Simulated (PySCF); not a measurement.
Vertical excitations of a molecule C6H10 from PySCF with TDDFT-PBE/def2-SVPD, as energy in eV (oscillator strength): 6.22 (0.001), 6.36 (0.020), 6.53 (0.001), 6.70 (0.013), 6.75 (0.004), 7.16 (0.005), 7.22 (0.002), 7.25 (0.023), 7.31 (0.016), 7.37 (0.043). Lowest triplet (TDA): 5.21 eV. The structure is a stationary point at PBE-D3(BJ)/def2-SVP. One conformer was computed; it need not be the lowest.

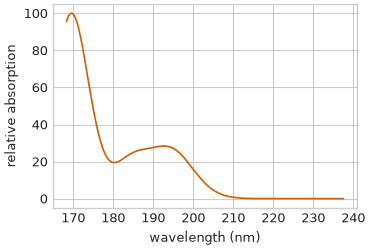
The lines broadened by 0.4 eV.

### Question
Which structure fits?
(A) CC1=CCCC1
(B) C#CCCCC
(C) C=C(C)/C=C/C
(D) CC1CC=CC1

### Answer
B, C#CCCCC
